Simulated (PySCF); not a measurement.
**EPR calculation of C5H11N2Si**

- system: C5H11N2Si, multiplicity 2
- method: UKS B3LYP, pcH-1 on C H N Si, non-relativistic, mean-field spin-orbit, GIAO (PySCF 2.14.0)

It belongs to a series of runs on one base structure; here: H added to N.

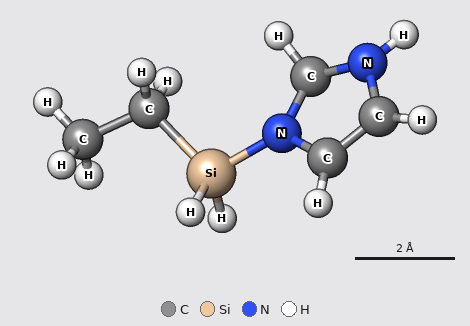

Figure 1. The input geometry (ball-and-stick view, seen at a tilt).

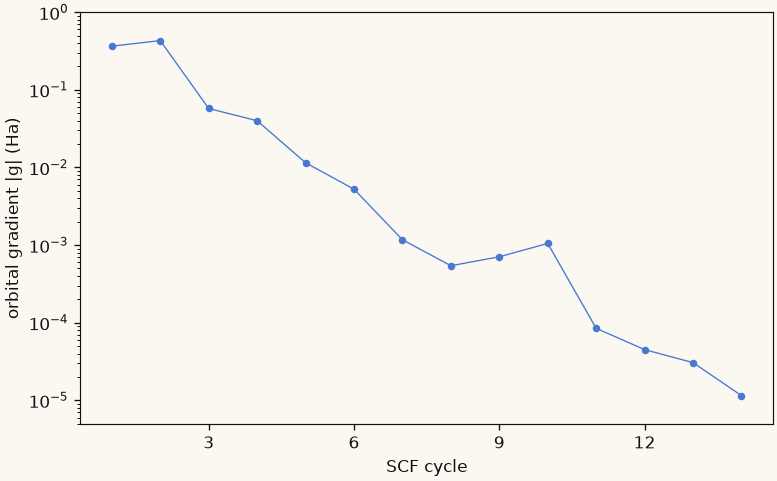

Figure 2. Convergence of the self-consistent field: orbital gradient |g| against the SCF cycle. All cycles printed in the log are drawn one after another.

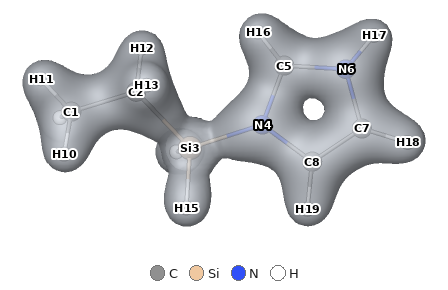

Figure 3. Isosurface of the electron density at 0.5 e/Å³ (grey), seen at a tilt. At this value the surface is in one piece. On the grid the lowest density along these lines, outside the cores, is 2.2 e/Å³ (C–C, 1.34 Å), 2 e/Å³ (C–N, 1.37 Å), 0.84 e/Å³ (Si–N, 1.73 Å) and 0.78 e/Å³ (C–Si, 1.90 Å).

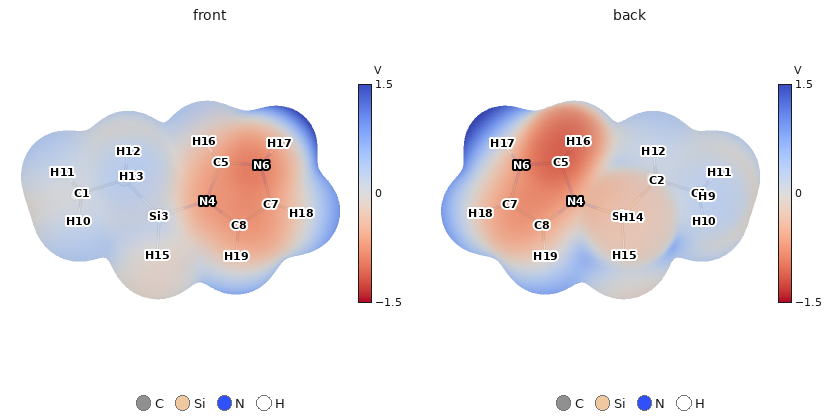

Figure 4. The electrostatic potential painted on the density surface at 0.001 e/bohr³, seen at a tilt and from behind; the colour scale runs from red (negative) to blue (positive).

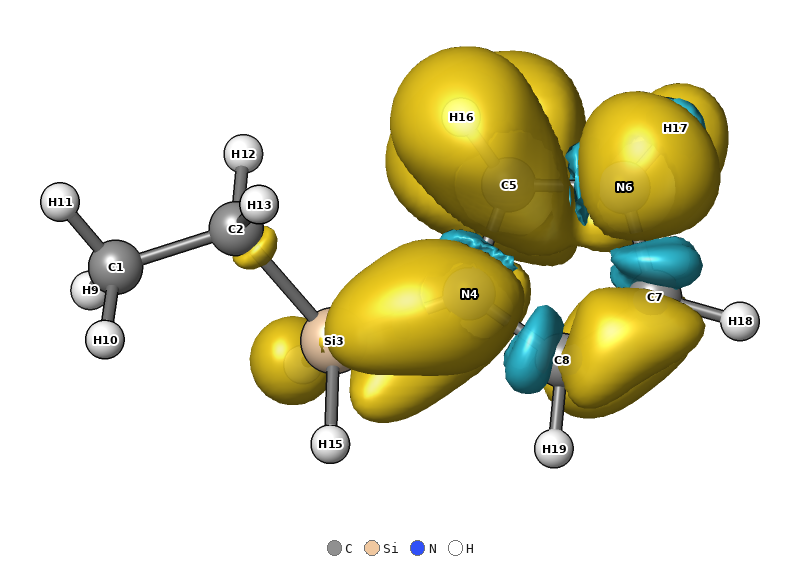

Figure 5. Isosurfaces of the spin density at +0.004 (yellow) and −0.004 e/Å³ (cyan), seen face on. The unpaired spin (1 electron) lies mostly on C5 (about 0.5), N6 (about 0.2) and N4 (about 0.2), in electrons by Hirshfeld's partition.

These pictures come from the run below.

### The input
```
{"job": {"kind": "epr", "basis": "pcH-1"}, "charge": 0, "multiplicity": 2}
C      3.231133    -0.178051    -0.485718
C      1.805554    -0.569279    -0.118394
Si     0.550935     0.747151    -0.670551
N     -1.008132     0.284586    -0.074898
C     -1.543731    -1.016960    -0.010750
N     -2.841340    -0.889148     0.528658
C     -3.155883     0.448681     0.526203
C     -2.058730     1.148281     0.188864
H      3.322184    -0.031957    -1.559547
H      3.510554     0.752192     0.003124
H      3.941776    -0.946911    -0.185483
H      1.572992    -1.527400    -0.586199
H      1.745999    -0.727307     0.960090
H      0.623455     0.853620    -2.142960
H      0.782883     2.069109    -0.078565
H     -0.913479    -1.800025     0.380774
H     -3.528976    -1.611931     0.394447
H     -4.131030     0.797189     0.803882
H     -1.915968     2.207409     0.134726
```

The first line tells a small driver script what to run in PySCF; the rest is the geometry in Å.

Launched with:
```bash
OMP_NUM_THREADS=1 python <driver script> task.json out
```

### The program's output
```
UKS, coarse grid
  cycle   1  E = -596.06781178  |g| = 3.65e-01
  cycle   2  E = -596.04162137  |g| = 4.31e-01
  cycle   3  E = -596.13231830  |g| = 5.75e-02
  cycle   4  E = -596.13309107  |g| = 4.00e-02
  cycle   5  E = -596.13375792  |g| = 1.15e-02
  cycle   6  E = -596.13381841  |g| = 5.25e-03
  cycle   7  E = -596.13383263  |g| = 1.17e-03
  cycle   8  E = -596.13383337  |g| = 5.42e-04
UKS, final grid
  cycle   1  E = -596.13377408  |g| = 7.06e-04
  cycle   2  E = -596.13377383  |g| = 1.05e-03
  cycle   3  E = -596.13377433  |g| = 8.46e-05
  cycle   4  E = -596.13377433  |g| = 4.50e-05
  cycle   5  E = -596.13377433  |g| = 3.06e-05
  cycle   6  E = -596.13377434  |g| = 1.15e-05
E = -596.13377434 Eh   <S^2> = 0.7543 (exact 0.7500)
g shifts (ppm)      1          2          3
  rmc          -193       -193       -193
  gc              6         20         16
  oz_so         -68        979       1476
  total        -254        807       1299
hyperfine (MHz)  atom isotope    a_iso     a_fc   dipolar eigenvalues
    0   13C      -0.28      -0.28     -0.17     -0.13      0.30
    1   13C       3.96       3.96     -0.73     -0.31      1.04
    2  29Si      -4.59      -4.62     -4.29      1.69      2.61
    3   14N       4.54       4.57     -9.90     -9.48     19.38
    4   13C     157.13     157.17    -55.76    -54.31    110.07
    5   14N       7.05       7.08    -11.94    -11.55     23.49
    6   13C      -6.73      -6.74     -1.57      0.61      0.96
    7   13C      -1.01      -1.02     -1.97     -0.04      2.01
    8    1H      -0.04      -0.04     -0.58     -0.50      1.09
    9    1H       0.04       0.04     -0.52     -0.50      1.02
   10    1H       0.04       0.04     -0.46     -0.42      0.87
   11    1H       0.33       0.32     -1.85     -1.56      3.41
   12    1H      -0.33      -0.33     -1.57     -1.38      2.95
   13    1H      19.46      19.46     -1.94     -1.73      3.66
   14    1H      -2.56      -2.56     -2.23     -1.37      3.60
   15    1H      66.83      66.82    -23.74     -2.98     26.72
   16    1H      22.92      22.91    -13.65     -6.36     20.01
   17    1H      -0.10      -0.10     -2.33     -1.84      4.16
   18    1H      -1.38      -1.39     -2.42     -1.83      4.25
```

### Results in brief

```json
{"quantity": "outcome", "value": "converged"}
{"quantity": "total energy", "value": "−596.133774 hartree"}
{"quantity": "⟨S²⟩", "value": "0.754"}
{"quantity": "isotropic g", "value": "2.0029"}
{"quantity": "hardware", "value": "1 CPU thread, shared host"}
{"quantity": "wall time", "value": "2.4 min"}
{"quantity": "peak memory", "value": "1.1 GiB"}
```
